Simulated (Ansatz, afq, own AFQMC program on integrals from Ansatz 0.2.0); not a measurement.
# GeH₄ (singlet): quantum Monte Carlo beside coupled cluster at distance Ge1–H2 = 4.159 Å, cc-pVDZ, part 2 of 2

Ansatz 0.2.0, Gaussian basis, and an in-house AFQMC program (afq) on its integrals; all values are calculated; cc-pVDZ, frozen cores.

## (12) UHF

in.yaml

```yaml
crystal:
  periodic: [false, false, false]
  atoms:
    - {symbol: Ge, position_ang: [-0.019886, -0.019951, -0.019925]}
    - {symbol: H, position_ang: [2.377157, 2.384884, 2.381789]}
    - {symbol: H, position_ang: [-0.907772, -0.903972, 0.865736]}
    - {symbol: H, position_ang: [-0.903712, 0.864562, -0.909149]}
    - {symbol: H, position_ang: [0.867500, -0.907642, -0.902409]}
basis:
  gaussian: {orbitals: cc-pVDZ}
magnetization: {spin_polarized: true, initial_magnetization: 0}
hamiltonian: {xc: hf}
output: {orbitals: {seedname: orbitals}}
```

Started as:

```
ansatz run in.yaml --threads 1 --pin off --events-out ev --progress --plain --max-ram 1382MiB
```

Log:

```text
Functional definition: HF
  name "HF"
  cite "Fock, Z. Phys. 61, 126 (1930) doi:10.1007/BF01340294"
  parent pbe
  exchange = exact_x
  correlation = 0
498 factors; integrals over basis functions are off by at most 1.1e-3 eV
mean field evaluation 1: about -56526.5775 eV, gradient 1.1e1 eV
mean field evaluation 2: about -56526.5770 eV, gradient 1.1e1 eV
mean field evaluation 4: about -56528.9390 eV, gradient 2.0e0 eV
mean field evaluation 8: about -56528.9908 eV, gradient 1.1e-2 eV
mean field evaluation 16: about -56529.6057 eV, gradient 3.9e0 eV
mean field evaluation 32: about -56532.5711 eV, gradient 7.6e-5 eV
mean field -56532.57111940 eV, -2077.5336694849 hartree, gradient 6.1e-5 eV, S^2 0.998080; 2 other end points of the search recorded, 0 dependent functions left out
reference -56532.57111940 eV, -2077.5336694849 hartree; 18, 18 occupied and 29, 29 virtual orbitals, 498 factors
Total energy: -56532.57111940 eV, -2077.5336694849 hartree
```

Run time: 0.66 s. Hardware: 1 thread of Arm Neoverse V2, shared host.

From the report: ⟨S²⟩ of the determinant 0.998 (pure singlet: 0.00). The determinant is far from a pure spin state, so its energy mixes those of several spin states (harmless only where they are near-degenerate, as at dissociation).

## (13) CCSD(T) on UHF

Changes to in.yaml since step 12:

```diff
@@ -11,3 +11,2 @@
 magnetization: {spin_polarized: true, initial_magnetization: 0}
-hamiltonian: {xc: hf}
-output: {orbitals: {seedname: orbitals}}
+correlation: {method: ccsd_t, electrons: outside_noble_gas, hamiltonian_folder: ham}
```

Same command.

Log (excerpt; [...] marks lines left out):

```text
Functional definition: HF
  name "HF"
  cite "Fock, Z. Phys. 61, 126 (1930) doi:10.1007/BF01340294"
  parent pbe
[...]
498 factors; integrals over basis functions are off by at most 1.1e-3 eV
[...]
mean field -56532.57111940 eV, -2077.5336694849 hartree, gradient 2.4e-6 eV, S^2 0.998081; 6 other end points of the search recorded, 0 dependent functions left out
determinant -56532.57111940 eV, -2077.5336694849 hartree, with singles and doubles -56535.73749546 eV, -2077.6500316590 hartree
determinant -56528.99082813 eV, -2077.4020962077 hartree, with singles and doubles -56534.82098047 eV, -2077.6163503543 hartree
14 core orbitals not correlated: weight in the atoms' cores, before any rotation towards them, 0.999 or more for the frozen orbitals, at most 0.000 for the correlated occupied ones
reference -56532.57111940 eV, -2077.5336694849 hartree; 4, 4 occupied and 29, 29 virtual orbitals, 498 factors
second order -2.47365363 eV of doubles, -0.00000000 eV of singles
cycle   1  -3.16643722 eV  change   -6.1e-5 eV  update   5.9e-4
[...]
cycle   9  -3.16684281 eV  change   -8.8e-6 eV  update   5.3e-6
perturbative correction -0.05672220 eV, -0.0020845025 hartree
Total energy: -56535.79468441 eV, -2077.6521333142 hartree
```

Wall time 2.1 s (1 thread of Arm Neoverse V2, shared host).

From the report: ⟨S²⟩ of the determinant 0.998 (pure singlet: 0.00); correlation -3.2236 eV; T1 0.010; largest double amplitude 0.03. The determinant is far from a pure spin state, so its energy mixes those of several spin states (harmless only where they are near-degenerate, as at dissociation).

This run also writes the integrals to the folder ham.

## (14) CCSDT(Q) on UHF

Changes to in.yaml since step 13:

```diff
@@ -11,2 +11,2 @@
 magnetization: {spin_polarized: true, initial_magnetization: 0}
-correlation: {method: ccsd_t, electrons: outside_noble_gas, hamiltonian_folder: ham}
+correlation: {method: ccsdt_q, electrons: outside_noble_gas}
```

Same command.

Log (excerpt; [...] marks lines left out):

```text
Functional definition: HF
  name "HF"
  cite "Fock, Z. Phys. 61, 126 (1930) doi:10.1007/BF01340294"
  parent pbe
[...]
896 factors; integrals over basis functions are off by at most 2.0e-7 eV
[...]
mean field -56532.57121957 eV, -2077.5336731662 hartree, gradient 2.1e-6 eV, S^2 0.998081; 6 other end points of the search recorded, 0 dependent functions left out
determinant -56532.57121957 eV, -2077.5336731662 hartree, with singles and doubles -56535.73759908 eV, -2077.6500354670 hartree
determinant -56528.99092655 eV, -2077.4020998246 hartree, with singles and doubles -56534.82107795 eV, -2077.6163539367 hartree
14 core orbitals not correlated: weight in the atoms' cores, before any rotation towards them, 0.999 or more for the frozen orbitals, at most 0.000 for the correlated occupied ones
reference -56532.57121957 eV, -2077.5336731662 hartree; 4, 4 occupied and 29, 29 virtual orbitals, 896 factors
second order -2.47368830 eV of doubles, -0.00000000 eV of singles
cycle   1  -2.97554986 eV  change   -5.0e-1 eV  update   5.5e-2
[...]
cycle   9  -3.24424283 eV  change    4.1e-7 eV  update   1.3e-7
perturbative correction -0.00319696 eV, -0.0001174863 hartree
Total energy: -56535.81865937 eV, -2077.6530143776 hartree
```

Wall time 29 s (1 thread of Arm Neoverse V2, shared host); peak memory 0.31 GiB.

From the report: ⟨S²⟩ of the determinant 0.998 (pure singlet: 0.00); correlation -3.2474 eV; T1 0.014; largest double amplitude 0.28. The determinant is far from a pure spin state, so its energy mixes those of several spin states (harmless only where they are near-degenerate, as at dissociation).

## (15) Phaseless AFQMC, CISD trial on UHF

It reads the integrals that the CCSD(T) run on this determinant wrote.

Started as:

```
afq ham --method phaseless --trial cisd --walkers 60 --populations 1 --least-time 40 --time-step 0.005 --steps-per-block 50 --equilibration-blocks 40 --max-blocks 300 --target-error 0.00068 --factor-cut 1e-05 --start spin_pure --seed 1557 --release-times 0.24,0.51,0.99,1.62,2.4 --release-step 0.03 --release-every 4 --taylor-order 6
```

Log:

```text
orbitals 33  electrons 4 4  factors 242 of 498
reference energy -2077.53366948 Eh
CCSD correlation -0.11637936 Eh in 15 cycles, weight of the determinant in the CISD state 0.9305
energy of the start -2077.647223 Eh
 block  time / (1/Eh)  mean weight  energy / Eh
     1     0.250  1.0002  -2077.647857
     2     0.500  0.9985  -2077.648897
     3     0.750  0.9993  -2077.649592
     4     1.000  1.0005  -2077.650469
     5     1.250  0.9998  -2077.650842
     6     1.500  1.0003  -2077.651750
     7     1.750  1.0004  -2077.651911
     8     2.000  0.9994  -2077.652370
     9     2.250  1.0027  -2077.652724
    10     2.500  0.9975  -2077.652013
    11     2.750  1.0008  -2077.653586
    16     4.000  1.0008  -2077.653730
    21     5.250  1.0004  -2077.652744
    26     6.500  1.0003  -2077.652995
    31     7.750  0.9998  -2077.652968
    36     9.000  1.0001  -2077.653772
    41    10.250  0.9990  -2077.652831
    46    11.500  0.9999  -2077.653182
    51    12.750  1.0002  -2077.655178
    56    14.000  0.9980  -2077.653258
    61    15.250  0.9998  -2077.652999
    66    16.500  1.0018  -2077.652840
    71    17.750  1.0009  -2077.651691
    76    19.000  1.0004  -2077.652352
    81    20.250  0.9977  -2077.652993
    86    21.500  0.9991  -2077.653972
    91    22.750  1.0021  -2077.652451
    96    24.000  1.0001  -2077.652288
   101    25.250  1.0003  -2077.653448
   106    26.500  1.0000  -2077.650674
   111    27.750  1.0005  -2077.652129
   116    29.000  1.0025  -2077.652134
   121    30.250  0.9991  -2077.654644
   126    31.500  0.9957  -2077.653070
   131    32.750  1.0005  -2077.652748
   136    34.000  1.0009  -2077.655300
   141    35.250  0.9977  -2077.653949
   146    36.500  0.9992  -2077.651587
   151    37.750  1.0007  -2077.651594
   156    39.000  1.0000  -2077.653974
   161    40.250  1.0012  -2077.654026
   166    41.500  1.0002  -2077.651423
   171    42.750  1.0009  -2077.651895
   176    44.000  1.0009  -2077.652340
   181    45.250  0.9995  -2077.655380
   186    46.500  0.9999  -2077.651726
   191    47.750  1.0007  -2077.652956
   196    49.000  0.9987  -2077.651930
blocks merged  error / Eh  count
     1  0.000085  160
     2  0.000109  80
     4  0.000132  40
     8  0.000156  20
    16  0.000187  10
released: time / (1/Eh)  energy / Eh  error  mean overlap
  0.24  -2077.652930  0.000233  0.9966
  0.51  -2077.652954  0.000165  1.0021
  0.99  -2077.653245  0.000189  0.9939
  1.62  -2077.653237  0.000174  0.9906
  2.40  -2077.653048  0.000193  1.0118
energy -2077.652847 +/- 0.000156 Eh
```

Run time: 2.1 min. Hardware: 1 thread of Arm Neoverse V2, shared host.

Energy -56535.8141 ± 0.0042 eV. Caveats: constraint bias not in the error.

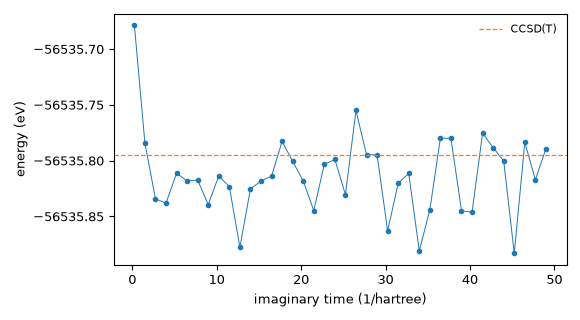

Block energies along the walk.

## (16) Phaseless AFQMC, single-determinant trial on UHF (settings varied)

It reads the integrals that the CCSD(T) run on this determinant wrote.

Started as:

```
afq ham --method phaseless --trial hf --walkers 10 --populations 1 --least-time 40 --time-step 0.0025 --steps-per-block 50 --equilibration-blocks 80 --max-blocks 480 --target-error 0.00136 --factor-cut 0.001 --start determinant --seed 7915 --taylor-order 4
```

Log:

```text
orbitals 33  electrons 4 4  factors 144 of 498
reference energy -2077.53366948 Eh
CCSD correlation -0.11636574 Eh in 15 cycles, weight of the determinant in the CISD state 0.9305
energy of the start -2077.533669 Eh
 block  time / (1/Eh)  mean weight  energy / Eh
     1     0.125  1.0014  -2077.555284
     2     0.250  1.0016  -2077.573131
     3     0.375  0.9994  -2077.576414
     4     0.500  1.0014  -2077.571545
     5     0.625  0.9994  -2077.581752
     6     0.750  0.9982  -2077.601685
     7     0.875  1.0018  -2077.603799
     8     1.000  1.0012  -2077.629144
     9     1.125  0.9987  -2077.612344
    10     1.250  1.0010  -2077.618882
    15     1.875  1.0003  -2077.638817
    29     3.625  0.9991  -2077.682426
    43     5.375  0.9985  -2077.649762
    57     7.125  1.0009  -2077.661797
    71     8.875  0.9988  -2077.663453
    85    10.625  0.9994  -2077.609033
    99    12.375  0.9974  -2077.630057
   113    14.125  1.0024  -2077.618036
   127    15.875  0.9986  -2077.617534
   141    17.625  0.9999  -2077.652460
   155    19.375  0.9994  -2077.654665
   169    21.125  0.9998  -2077.668867
   183    22.875  0.9996  -2077.649371
   197    24.625  0.9997  -2077.653200
   211    26.375  1.0014  -2077.608906
   225    28.125  0.9989  -2077.634419
   239    29.875  0.9989  -2077.670592
   253    31.625  0.9993  -2077.651961
   267    33.375  0.9984  -2077.664630
   281    35.125  1.0002  -2077.639233
   295    36.875  1.0007  -2077.639862
   309    38.625  0.9995  -2077.676232
   323    40.375  0.9987  -2077.616948
   337    42.125  1.0004  -2077.640212
   351    43.875  0.9994  -2077.677280
   365    45.625  0.9976  -2077.628463
   379    47.375  0.9996  -2077.641284
   393    49.125  1.0023  -2077.640935
   407    50.875  1.0017  -2077.639861
   421    52.625  0.9994  -2077.729415
   435    54.375  0.9998  -2077.629074
   449    56.125  1.0017  -2077.604360
   463    57.875  1.0014  -2077.635691
   477    59.625  1.0010  -2077.639565
   491    61.375  1.0001  -2077.656464
   505    63.125  0.9997  -2077.687984
   519    64.875  0.9987  -2077.664492
   533    66.625  1.0010  -2077.624013
   547    68.375  1.0021  -2077.625789
blocks merged  error / Eh  count
     1  0.001301  480
     2  0.001768  240
     4  0.002369  120
     8  0.002908  60
    16  0.003187  30
    32  0.003676  15
energy -2077.646840 +/- 0.003187 Eh
```

Run time: 24 s. Hardware: 1 thread of Arm Neoverse V2, shared host.

Energy -56535.6506 ± 0.0867 eV. Caveats: constraint bias not in the error; error above the target.

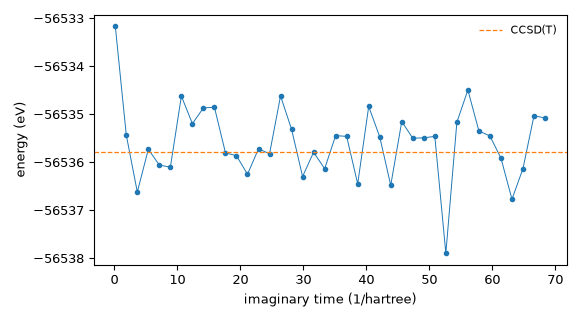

Block energies along the walk.

## (17) Phaseless AFQMC, CID trial on UHF (settings varied)

It reads the integrals that the CCSD(T) run on this determinant wrote.

Started as:

```
afq ham --method phaseless --trial cid --walkers 10 --populations 1 --least-time 40 --time-step 0.01 --steps-per-block 50 --equilibration-blocks 6 --max-blocks 120 --target-error 0.00136 --factor-cut 1e-06 --start determinant --seed 9877 --taylor-order 6
```

Log:

```text
orbitals 33  electrons 4 4  factors 281 of 498
reference energy -2077.53366948 Eh
CCSD correlation -0.11637936 Eh in 15 cycles, weight of the determinant in the CISD state 0.9305
energy of the start -2077.650032 Eh
 block  time / (1/Eh)  mean weight  energy / Eh
     1     0.500  0.9947  -2077.649069
     2     1.000  1.0018  -2077.649081
     3     1.500  1.0094  -2077.650988
     4     2.000  0.9991  -2077.651405
     5     2.500  0.9992  -2077.651872
     6     3.000  1.0051  -2077.652573
     7     3.500  1.0040  -2077.653431
     8     4.000  1.0050  -2077.651881
     9     4.500  0.9985  -2077.651059
    10     5.000  1.0032  -2077.650834
    11     5.500  0.9880  -2077.655297
    13     6.500  1.0001  -2077.654004
    15     7.500  0.9884  -2077.654877
    17     8.500  0.9875  -2077.653246
    19     9.500  1.0007  -2077.652154
    21    10.500  1.0073  -2077.652284
    23    11.500  1.0058  -2077.652747
    25    12.500  1.0116  -2077.650645
    27    13.500  1.0063  -2077.651239
    29    14.500  0.9938  -2077.651973
    31    15.500  1.0010  -2077.651666
    33    16.500  0.9966  -2077.653166
    35    17.500  0.9996  -2077.653256
    37    18.500  0.9929  -2077.652479
    39    19.500  0.9985  -2077.654008
    41    20.500  1.0026  -2077.652930
    43    21.500  0.9987  -2077.652246
    45    22.500  1.0024  -2077.652899
    47    23.500  1.0052  -2077.651726
    49    24.500  0.9979  -2077.650234
    51    25.500  1.0102  -2077.650442
    53    26.500  0.9987  -2077.652487
    55    27.500  0.9994  -2077.649941
    57    28.500  0.9969  -2077.652630
    59    29.500  1.0038  -2077.649976
    61    30.500  1.0039  -2077.652781
    63    31.500  0.9977  -2077.651596
    65    32.500  0.9978  -2077.653546
    67    33.500  0.9947  -2077.655317
    69    34.500  1.0125  -2077.651577
    71    35.500  1.0019  -2077.653084
    73    36.500  0.9959  -2077.655015
    75    37.500  1.0016  -2077.649922
    77    38.500  1.0053  -2077.651707
    79    39.500  1.0007  -2077.651870
    81    40.500  1.0043  -2077.651567
    83    41.500  1.0030  -2077.653913
    85    42.500  0.9986  -2077.648997
blocks merged  error / Eh  count
     1  0.000207  80
     2  0.000237  40
     4  0.000263  20
     8  0.000302  10
energy -2077.652384 +/- 0.000263 Eh
```

Wall time 10 s (1 thread of Arm Neoverse V2, shared host).

Energy -56535.8015 ± 0.0071 eV. Caveats: constraint bias not in the error.

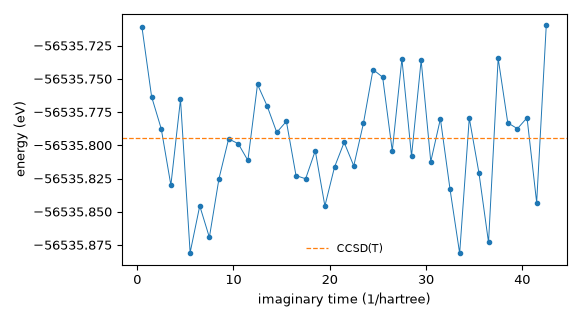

Block energies along the walk.

## (18) All levels side by side

On the RHF determinant, counted from CCSDT(Q) (a yardstick, not exact):

```
                                              level  energy (eV)  from CCSDT(Q) (kJ/mol)  statistical error (kJ/mol)     time
                                                 HF  -56528.9908                  +660.4                                     
                                                MP2  -56533.4385                  +231.2                                     
                                               CCSD  -56535.4291                   +39.2                                     
                                            CCSD(T)  -56536.0007                   -16.0                                     
                                           CCSDT(Q)  -56535.8349                     0.0                                     
Phaseless AFQMC, CISD trial, step 0.005, 60 walkers  -56535.6560                   +17.3                         2.2  1.7 min
  Phaseless AFQMC, CID trial, step 0.01, 10 walkers  -56535.7054                   +12.5                         7.0    7.3 s
```

On the UHF determinant, counted from CCSDT(Q) (a yardstick, not exact):

```
                                                             level  energy (eV)  from CCSDT(Q) (kJ/mol)  statistical error (kJ/mol)     time
                                                                HF  -56532.5711                  +313.3                                     
                                                               MP2  -56535.0448                   +74.7                                     
                                                              CCSD  -56535.7380                    +7.8                                     
                                                           CCSD(T)  -56535.7947                    +2.3                                     
                                                          CCSDT(Q)  -56535.8187                     0.0                                     
               Phaseless AFQMC, CISD trial, step 0.005, 60 walkers  -56535.8141                    +0.4                         0.4  2.1 min
Phaseless AFQMC, single-determinant trial, step 0.0025, 10 walkers  -56535.6506                   +16.2                         8.4     24 s
                 Phaseless AFQMC, CID trial, step 0.01, 10 walkers  -56535.8015                    +1.7                         0.7     10 s
```

The functionals' totals stand on their own zeros and serve differences with other points: PBE -56569.348 eV; r2SCAN -56577.916 eV; PBE0 -56571.050 eV; B3LYP -56579.697 eV; wB97M-V -56574.459 eV; B2PLYP -56566.611 eV.

## (19) Outcome

What follows sums up all 2 parts.

| quantity | value |
| --- | --- |
| CCSD(T) on RHF from CCSDT(Q) | -16.0 kJ/mol |
| Phaseless AFQMC, CISD trial on RHF from CCSDT(Q) | +17.3 ± 2.2 kJ/mol |
| CCSD(T) on UHF from CCSDT(Q) | +2.3 kJ/mol |
| Phaseless AFQMC, CISD trial on UHF from CCSDT(Q) | +0.4 ± 0.4 kJ/mol |

What this shows: On RHF the phaseless walk with the CISD trial lies +17.3 kJ/mol from CCSDT(Q), 8 times its error bar. On UHF the phaseless walk with the CISD trial lies +0.4 kJ/mol from CCSDT(Q), within three error bars. Error bars are statistical and leave out the constraint, the time step and what remains of the start.
